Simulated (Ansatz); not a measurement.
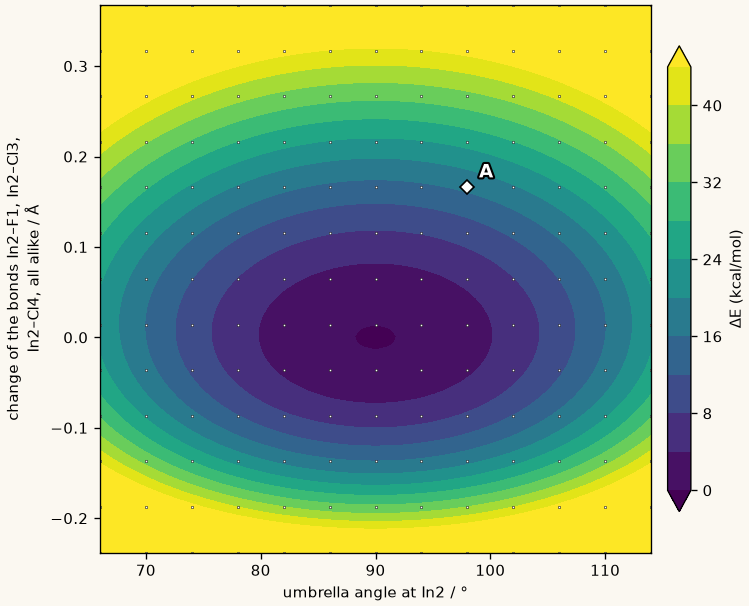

Cl₂FIn, SMILES [F][In]([Cl])[Cl]. Coordinates scanned: (1) umbrella angle at In2 (between each of its bonds and their common axis; 90 is planar); (2) change of the bonds In2–F1, In2–Cl3, In2–Cl4, all alike. Nothing is relaxed (all other coordinates rigid). Grid: 13 × 13 points; 91 points were computed and 78 follow by symmetry. Points are written as (first, second). Energies are in kcal/mol, from the lowest grid point. Level of theory: RKS BHLYP-D4/def2-TZVP in Ansatz 0.2.0.

In the figure: filled contours, dots at the grid points, one colour for all values above the top of the scale, the point A. Between grid points the surface is interpolated.

**Which way does the force act at A, and how strong is it?**

A, at (98°, 0.166 Å), is not a stationary point. The computed force is 0.54 kcal/mol for each degree towards smaller values of the first coordinate and 154 kcal/mol for each Å towards smaller values of the second coordinate.
